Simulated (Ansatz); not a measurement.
Computed map of one atom of the cell: SnO2 (rutile)

Relaxed SnO$_{2}$ (rutile):

```xyz
6
Lattice="4.7692 0.0000 0.0000 0.0000 4.7692 0.0000 0.0000 0.0000 3.2120" Properties=species:S:1:pos:R:3 pbc="T T T"
Sn     0.0000     0.0000     0.0000
Sn     2.3846     2.3846     1.6060
O      1.4607     1.4607     0.0000
O      3.8453     0.9239     1.6060
O      0.9239     3.8453     1.6060
O      3.3085     3.3085     0.0000
```

Two-dimensional scan of atom 3 (O, nearest neighbour Sn at 2.066 Å; its periodic images, 3.2 Å or more away, move with it): u runs along (1.000, 0.000, 0.000), v along (0.000, 1.000, 0.000) (Cartesian). Cell and other atoms are fixed.

All values below come from PBEsol (plane waves to 420 eV, PAW, scalar-relativistic; Ansatz, a program for electronic structure). k mesh 6×6×8 (Γ-centred), Fermi-Dirac smearing 0.05 eV. The energy includes the smearing's −TS. Points where atoms come too close for the PAW data are left out (x in tables, blank in figures). SnO2 was relaxed with its symmetry unable to fall. ΔE is measured from the undisplaced structure. Axes are in Å.

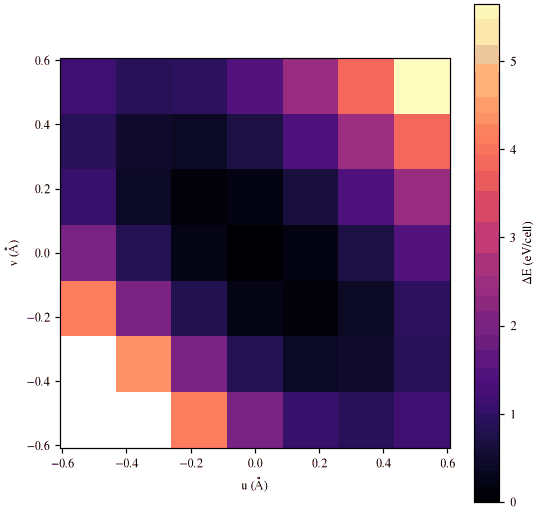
Figure: ΔE (eV/cell) over the 7×7 grid of computed points.

Centre of the map: a minimum. Principal force constants in the plane (five-point differences of the forces): 3.5 and 22.0 eV/Å². Lowest place on the grid: u = 0.000 Å, v = 0.000 Å (0 meV/cell). Softest direction at the centre: 135° from u towards v.

(For displaced atoms, the force is minus the slope of the energy, and its curvature is a force constant, which sets phonon frequencies.)
